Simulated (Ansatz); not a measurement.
# BF₂HS + HF: a complex and its separated parts, part 3 of 3

Ansatz 0.2.0, Gaussian basis. The steps go on from the part before.

### Step 17. PBE-QIDH/def2-TZVPP

The inputs:

parta/in.yaml

```yaml
crystal:
  periodic: [false, false, false]
  atoms:
    - {symbol: B, position_ang: [-0.566209, 0.037382, -0.970075]}
    - {symbol: S, position_ang: [0.748284, 1.001908, -0.206536]}
    - {symbol: F, position_ang: [-0.339325, -1.097815, -1.602234]}
    - {symbol: F, position_ang: [-1.807254, 0.474869, -0.899751]}
    - {symbol: H, position_ang: [1.724278, 0.150447, -0.559738]}
basis:
  gaussian: {orbitals: def2-TZVPP}
hamiltonian: {xc: {name: PBE-QIDH}}
```

partb/in.yaml

```yaml
crystal:
  periodic: [false, false, false]
  atoms:
    - {symbol: H, position_ang: [0.260831, 0.004794, 1.789453]}
    - {symbol: F, position_ang: [-0.020606, -0.571685, 2.448882]}
basis:
  gaussian: {orbitals: def2-TZVPP}
hamiltonian: {xc: {name: PBE-QIDH}}
```

One command serves all of them, each in its own folder.

Started as:

```sh
$ ansatz run in.yaml --threads 4 --pin off --events-out ev --progress --plain --max-ram 9574MiB
```

Output in parta, shortened:

```text
Functional definition: PBE-QIDH
  name "PBE-QIDH"
  cite "Brémond, Sancho-García, Pérez-Jiménez & Adamo, J. Chem. Phys. 141, 031101 (2014) doi:10.1063/1.4890314"
  cite "Perdew, Burke & Ernzerhof, Phys. Rev. Lett. 77, 3865 (1996) doi:10.1103/PhysRevLett.77.3865"
[...]
934 factors; integrals over basis functions are off by at most 9.3e-4 eV
[...]
mean field -16948.19406777 eV, -622.8346440918 hartree, gradient 3.5e-6 eV, S^2 0.000000; 0 other end points of the search recorded, 0 dependent functions left out
8 core orbitals not correlated: weight in the atoms' cores, before any rotation towards them, 1.000 or more for the frozen orbitals, at most 0.000 for the correlated occupied ones
reference -16948.19407689 eV, -622.8346444270 hartree; 12, 12 occupied and 129, 129 virtual orbitals, 934 factors
second order -23.21012874 eV of doubles, -0.00000000 eV of singles
Total energy: -16955.93078647 eV, -623.1189632599 hartree
```

Output in partb, shortened:

```text
Functional definition: PBE-QIDH
  name "PBE-QIDH"
  cite "Brémond, Sancho-García, Pérez-Jiménez & Adamo, J. Chem. Phys. 141, 031101 (2014) doi:10.1063/1.4890314"
  cite "Perdew, Burke & Ernzerhof, Phys. Rev. Lett. 77, 3865 (1996) doi:10.1103/PhysRevLett.77.3865"
[...]
287 factors; integrals over basis functions are off by at most 1.0e-3 eV
[...]
mean field -2728.92255835 eV, -100.2860542891 hartree, gradient 3.8e-6 eV, S^2 0.000000; 0 other end points of the search recorded, 0 dependent functions left out
1 core orbitals not correlated: weight in the atoms' cores, before any rotation towards them, 1.000 or more for the frozen orbitals, at most 0.000 for the correlated occupied ones
reference -2728.92256170 eV, -100.2860544123 hartree; 4, 4 occupied and 40, 40 virtual orbitals, 287 factors
second order -8.07144089 eV of doubles, -0.00000000 eV of singles
Total energy: -2731.61304200 eV, -100.3849277396 hartree
```

Times: 1.2 s (parta), 0.15 s (partb) on 4 threads of Arm Neoverse V2, shared host.

### Step 18. RPA on PBE/def2-TZVPP

Each input of step 17 (parta, partb) changes in the same lines:

```diff
-hamiltonian: {xc: {name: PBE-QIDH}}
+hamiltonian: {xc: pbe}
+correlation: {method: rpa}
```

One command serves all of them, each in its own folder.

Started as:

```sh
$ ansatz run in.yaml --threads 4 --pin off --events-out ev --progress --plain --max-ram 9574MiB
```

Log of parta, shortened:

```text
Functional definition: PBE
  name "PBE"
  cite "Perdew, Burke & Ernzerhof, Phys. Rev. Lett. 77, 3865 (1996) doi:10.1103/PhysRevLett.77.3865"
  parent pbe
[...]
934 factors; integrals over basis functions are off by at most 9.3e-4 eV
[...]
mean field -16957.93195185 eV, -623.1925047316 hartree, gradient 6.7e-6 eV, S^2 0.000000; 0 other end points of the search recorded, 0 dependent functions left out
8 core orbitals not correlated: weight in the atoms' cores, before any rotation towards them, 1.000 or more for the frozen orbitals, at most 0.000 for the correlated occupied ones
reference -16922.68784345 eV, -621.8973076370 hartree; 12, 12 occupied and 129, 129 virtual orbitals, 934 factors
Total energy: -16954.97901985 eV, -623.0839864818 hartree
```

partb printed, shortened:

```text
Functional definition: PBE
  name "PBE"
  cite "Perdew, Burke & Ernzerhof, Phys. Rev. Lett. 77, 3865 (1996) doi:10.1103/PhysRevLett.77.3865"
  parent pbe
[...]
287 factors; integrals over basis functions are off by at most 1.0e-3 eV
[...]
mean field -2731.84354481 eV, -100.3933985617 hartree, gradient 9.2e-7 eV, S^2 0.000000; 0 other end points of the search recorded, 0 dependent functions left out
1 core orbitals not correlated: weight in the atoms' cores, before any rotation towards them, 1.000 or more for the frozen orbitals, at most 0.000 for the correlated occupied ones
reference -2722.68133280 eV, -100.0566934806 hartree; 4, 4 occupied and 40, 40 virtual orbitals, 287 factors
Total energy: -2733.63264927 eV, -100.4591469377 hartree
```

They took 1.1 s (parta), 0.15 s (partb) on 4 threads of Arm Neoverse V2, shared host.

### Step 19. CCSD(T)/def2-TZVPP

The same edit goes into each in.yaml of step 18 (parta, partb):

```diff
-hamiltonian: {xc: pbe}
-correlation: {method: rpa}
+correlation: {method: ccsd_t}
```

Each run has its own folder and the same command.

Started as:

```sh
$ ansatz run in.yaml --threads 4 --pin off --events-out ev --progress --plain --max-ram 9574MiB
```

parta printed, shortened:

```text
Functional definition: HF
  name "HF"
  cite "Fock, Z. Phys. 61, 126 (1930) doi:10.1007/BF01340294"
  parent pbe
[...]
934 factors; integrals over basis functions are off by at most 9.3e-4 eV
[...]
mean field -16924.03030180 eV, -621.9466420714 hartree, gradient 5.7e-6 eV, S^2 0.000000; 0 other end points of the search recorded, 0 dependent functions left out
8 core orbitals not correlated: weight in the atoms' cores, before any rotation towards them, 1.000 or more for the frozen orbitals, at most 0.000 for the correlated occupied ones
reference -16924.03030180 eV, -621.9466420714 hartree; 12, 12 occupied and 129, 129 virtual orbitals, 934 factors
second order -20.80468637 eV of doubles, -0.00000000 eV of singles
cycle   1  -20.85185120 eV  change   -4.7e-2 eV  update   9.4e-2
[...]
cycle   9  -21.35913231 eV  change   -1.5e-5 eV  update   1.7e-5
perturbative correction -0.73375896 eV, -0.0269651445 hartree
Total energy: -16946.12319308 eV, -622.7585408507 hartree
```

Log of partb, shortened:

```text
Functional definition: HF
  name "HF"
  cite "Fock, Z. Phys. 61, 126 (1930) doi:10.1007/BF01340294"
  parent pbe
[...]
287 factors; integrals over basis functions are off by at most 1.0e-3 eV
[...]
mean field -2722.91278389 eV, -100.0651991512 hartree, gradient 4.5e-6 eV, S^2 0.000000; 0 other end points of the search recorded, 0 dependent functions left out
1 core orbitals not correlated: weight in the atoms' cores, before any rotation towards them, 1.000 or more for the frozen orbitals, at most 0.000 for the correlated occupied ones
reference -2722.91278389 eV, -100.0651991512 hartree; 4, 4 occupied and 40, 40 virtual orbitals, 287 factors
second order -7.36478684 eV of doubles, -0.00000000 eV of singles
cycle   1  -7.29616721 eV  change    6.9e-2 eV  update   3.9e-2
[...]
cycle   8  -7.43083724 eV  change    5.7e-7 eV  update   3.3e-6
perturbative correction -0.17033087 eV, -0.0062595440 hartree
Total energy: -2730.51395200 eV, -100.3445369271 hartree
```

They took 8.5 s (parta), 0.15 s (partb) on 4 threads of Arm Neoverse V2, shared host; peak memory 1 GiB.

### Step 20. Vibrations of BF₂HS

File vib-parta/in.yaml:

```yaml
crystal:
  periodic: [false, false, false]
  atoms:
    - {symbol: B, position_ang: [-0.566209, 0.037382, -0.970075]}
    - {symbol: S, position_ang: [0.748284, 1.001908, -0.206536]}
    - {symbol: F, position_ang: [-0.339325, -1.097815, -1.602234]}
    - {symbol: F, position_ang: [-1.807254, 0.474869, -0.899751]}
    - {symbol: H, position_ang: [1.724278, 0.150447, -0.559738]}
basis:
  gaussian: {orbitals: def2-TZVP}
hamiltonian: {xc: pbe0, dispersion: d4}
phonons: {temperatures: {t_min: 298.15, t_max: 900, t_step: 200}}
```

Started as:

```sh
$ ansatz run in.yaml --threads 4 --pin off --events-out ev --progress --plain --max-ram 9574MiB
```

Standard output, shortened:

```text
Functional definition: PBE0
  name "PBE0"
  cite "Adamo & Barone, J. Chem. Phys. 110, 6158 (1999) doi:10.1063/1.478522"
  cite "Perdew, Burke & Ernzerhof, Phys. Rev. Lett. 77, 3865 (1996) doi:10.1103/PhysRevLett.77.3865"
  parent pbe
[...]
796 factors; their error is unknown
[...]
mean field -16958.92488586 eV, -623.2289943831 hartree, gradient 3.8e-5 eV, S^2 0.000000; 0 other end points of the search recorded, 0 dependent functions left out
[...]
Atom 2 at    -0.339325    -1.097815    -1.602234 Å, force     0.000374     0.000025     0.000058 eV/Å
Atom 3 at    -1.807254     0.474869    -0.899751 Å, force    -0.000497     0.000040    -0.000008 eV/Å
Atom 4 at     1.724278     0.150447    -0.559738 Å, force    -0.001135     0.000687     0.000281 eV/Å
Dipole moment:     0.270792    -0.025217     0.025868 e Å
Vibrations: 295.17 368.62 412.09 583.33 682.76 837.10 1257.91 1429.53 2723.97 cm⁻¹, zero-point energy 0.532543 eV
```

Run time: 17 s. Hardware: 4 threads of Arm Neoverse V2, shared host.

Wavenumbers and character of the modes:

```tsv
mode	wavenumber (cm⁻¹)	character
1	295	bend
2	369	torsion
3	412	bend
4	583	out-of-plane bend with torsion
5	683	B–S and B–F stretch
6	837	bend
7	1258	B–F stretch
8	1430	B–F stretch
9	2724	S–H stretch
```

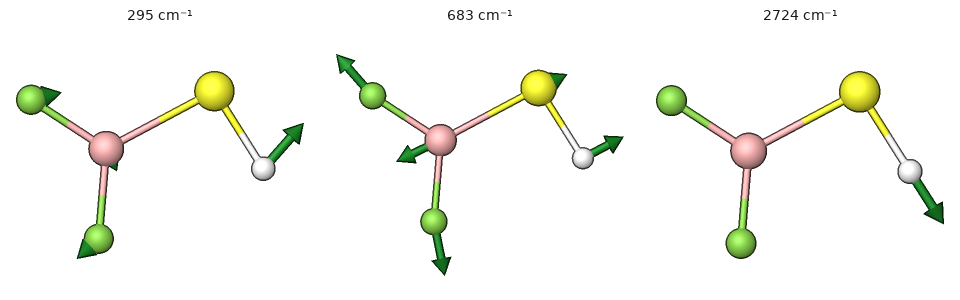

Displacements of 3 modes, as arrows.

Vibrational sums (real modes only):

```tsv
T (K)	entropy (J/mol/K)	heat capacity (J/mol/K)
298	18.8	31.2
498	38.7	46.3
698	55.8	54.9
898	70.3	60.2
```

### Step 21. Vibrations of HF

File vib-partb/in.yaml:

```yaml
crystal:
  periodic: [false, false, false]
  atoms:
    - {symbol: H, position_ang: [0.260831, 0.004794, 1.789453]}
    - {symbol: F, position_ang: [-0.020606, -0.571685, 2.448882]}
basis:
  gaussian: {orbitals: def2-TZVP}
hamiltonian: {xc: pbe0, dispersion: d4}
phonons: {temperatures: {t_min: 298.15, t_max: 900, t_step: 200}}
```

Started as:

```sh
$ ansatz run in.yaml --threads 4 --pin off --events-out ev --progress --plain --max-ram 9574MiB
```

Standard output, shortened:

```text
Functional definition: PBE0
  name "PBE0"
  cite "Adamo & Barone, J. Chem. Phys. 110, 6158 (1999) doi:10.1063/1.478522"
  cite "Perdew, Burke & Ernzerhof, Phys. Rev. Lett. 77, 3865 (1996) doi:10.1103/PhysRevLett.77.3865"
  parent pbe
[...]
200 factors; their error is unknown
[...]
mean field -2731.80169987 eV, -100.3918607884 hartree, gradient 6.9e-6 eV, S^2 0.000000; 0 other end points of the search recorded, 0 dependent functions left out
[...]
reference -2731.80150853 eV, -100.3918537569 hartree; 5, 5 occupied and 32, 32 virtual orbitals, 200 factors
Total energy: -2731.80322158 eV, -100.3919167102 hartree
Atom 0 at     0.260831     0.004794     1.789453 Å, force     0.001176     0.002409    -0.002756 eV/Å
Atom 1 at    -0.020606    -0.571685     2.448882 Å, force    -0.001176    -0.002409     0.002756 eV/Å
Dipole moment:     0.122611     0.251149    -0.287287 e Å
Vibrations: 4153.83 cm⁻¹, zero-point energy 0.257504 eV
```

Wall time 0.7 s (4 threads of Arm Neoverse V2, shared host).

Wavenumbers and character of the modes:

```tsv
mode	wavenumber (cm⁻¹)	character
1	4154	F–H stretch
```

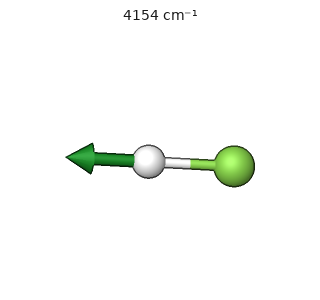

How the atoms move in 1 of the modes.

Vibrational sums (real modes only):

```tsv
T (K)	entropy (J/mol/K)	heat capacity (J/mol/K)
298	0.0	0.0
498	0.0	0.0
698	0.0	0.1
898	0.1	0.5
```

### Step 22. Complex less separated parts

The complex's own energies come from single points at the same levels.

Rows are in def2-TZVPP; times add the 3 runs of a level on a shared host, so small differences are noise.

Differences are taken before rounding.

```tsv
method	rung	complex less parts (kJ/mol)	from CCSD(T) (kJ/mol)	time
SPW92	LDA	-28.3	-16.7	0.95 s
PBE-D4	GGA	-20.1	-8.5	1.4 s
BLYP-D4	GGA	-18.1	-6.5	1.6 s
r2SCAN-D4	meta-GGA	-16.5	-4.9	3.4 s
B97M-V	meta-GGA	-14.9	-3.3	6 s
PBE0-D4	hybrid	-17.0	-5.4	1.9 s
B3LYP-D4	hybrid	-16.5	-4.9	2.1 s
r2SCAN0-D4	hybrid	-15.1	-3.4	3.7 s
BHLYP-D4	hybrid	-14.5	-2.9	2 s
CAM-B3LYP-D4	range-separated hybrid	-16.8	-5.2	2.4 s
wB97X-V	range-separated hybrid	-15.1	-3.5	5.7 s
wB97M-V	range-separated hybrid	-15.1	-3.5	6.3 s
B2PLYP	double hybrid	-12.5	-0.9	3.5 s
PBE-QIDH	double hybrid	-13.0	-1.3	3.6 s
RPA on PBE	RPA	-8.5	+3.1	3.3 s
Hartree-Fock	wavefunction	-2.3	+9.4	
MP2	wavefunction	-12.5	-0.9	
CCSD	wavefunction	-9.9	+1.7	
CCSD(T)	wavefunction	-11.6	0	53 s
```

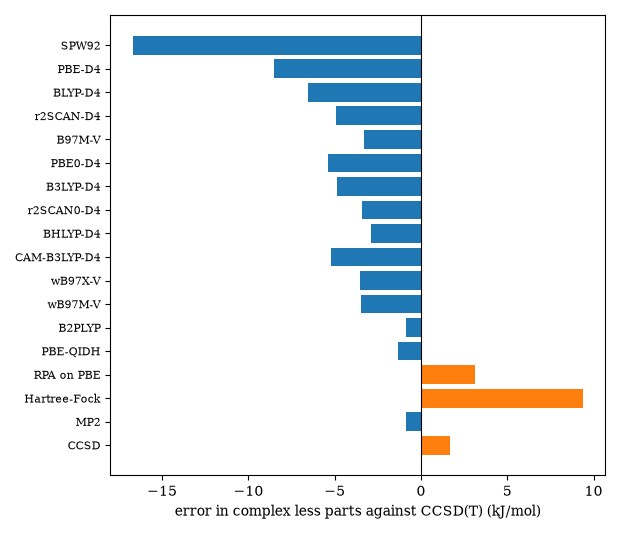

How far each level lands from CCSD(T).

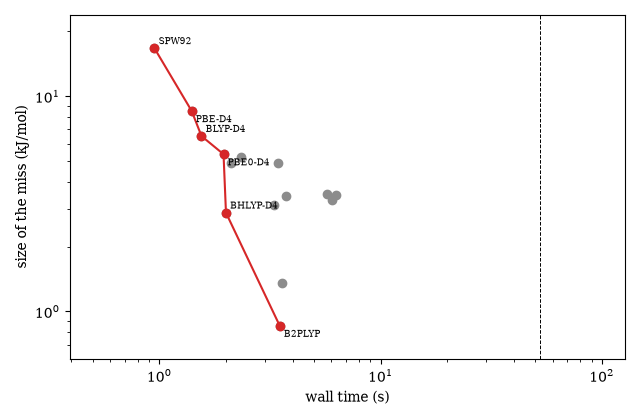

Accuracy for the time spent; red marks the levels that beat every quicker one drawn (of those quicker than the yardstick), and the dashed line is the time of CCSD(T). Only those levels and the largest misses are named. Times are from a shared host.

B2PLYP reaches 0.9 kJ/mol from the reference in 3.5 s, where CCSD(T) took 53 s; the quickest level in the cost chart, SPW92, takes 0.95 s and misses by 16.7 kJ/mol.

The complex's zero-point energy, from a separate PBE0-D4 run, is 0.846 eV.

### Step 23. Outcome

What follows sums up all 3 parts.

```
                              quantity         value
complex less parts, CCSD(T)/def2-TZVPP  -11.6 kJ/mol
                with zero-point energy   -6.2 kJ/mol
                 largest T1 diagnostic         0.013
```

In words: At CCSD(T) the complex lies 11.6 kJ/mol below its parts. Among the functionals B2PLYP lands nearest to CCSD(T) (-0.9 kJ/mol) and SPW92 farthest (-16.7 kJ/mol). Mean unsigned error by rung: LDA 16.7, GGA 7.5, meta-GGA 4.1, hybrid 4.1, range-separated hybrid 4.1, double hybrid 1.1 kJ/mol. PBE-D4 gives a relative energy 8.5 kJ/mol too low, an error of 73 % of the reference. No counterpoise was applied, and triple zeta lacks some correlation, so the CCSD(T) reference has a basis error of its own, and close matches with it are partly luck.
